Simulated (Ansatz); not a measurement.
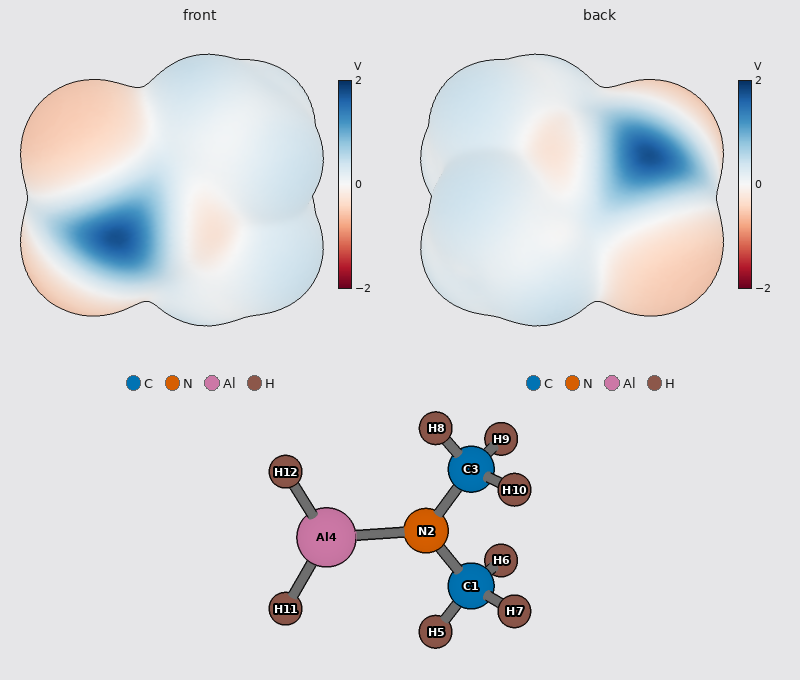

The picture shows: C$_{2}$H$_{8}$AlN. The molecular electrostatic potential painted on the density surface at 0.001 e/bohr³, seen from the front and from behind; the colour scale runs from red (negative) to blue (positive). The bare structure is drawn below in the same view.

Geometry: PBE0-D4/def2-TZVP.

Computed with Ansatz, RKS PBE0-D4/def2-TZVPP.

Input

```
crystal:
  periodic: [false, false, false]
  atoms:
    - {symbol: C, position_ang: [-0.110442, 1.292852, -0.505648]}
    - {symbol: N, position_ang: [-0.032113, -0.068143, -0.033097]}
    - {symbol: C, position_ang: [0.797978, -0.194535, 1.140205]}
    - {symbol: Al, position_ang: [-0.861863, -1.429960, -0.806404]}
    - {symbol: H, position_ang: [-0.744069, 1.358673, -1.393178]}
    - {symbol: H, position_ang: [-0.530687, 1.962184, 0.258671]}
    - {symbol: H, position_ang: [0.881590, 1.686248, -0.770045]}
    - {symbol: H, position_ang: [0.839214, -1.233567, 1.475219]}
    - {symbol: H, position_ang: [0.415419, 0.412962, 1.972909]}
    - {symbol: H, position_ang: [1.827646, 0.137289, 0.944066]}
    - {symbol: H, position_ang: [-1.735907, -1.116420, -2.089817]}
    - {symbol: H, position_ang: [-0.669863, -2.862882, -0.158882]}
basis:
  gaussian: {orbitals: def2-TZVPP}
hamiltonian: {xc: pbe0, dispersion: d4}
output: {orbitals: {seedname: orbitals}}
```

Command:

```sh
ansatz run in.yaml --threads 2 --pin off --events-out ev --progress --plain --max-ram 32768MiB --backend cpu
```

Question: Where is the surface potential most negative and most positive?

Answer: The most negative region (about −0.5 V, or −12 kcal/mol for a unit charge) lies over H11 and H12, the most positive (about +1.7 V, or +39 kcal/mol for a unit charge) over Al4.
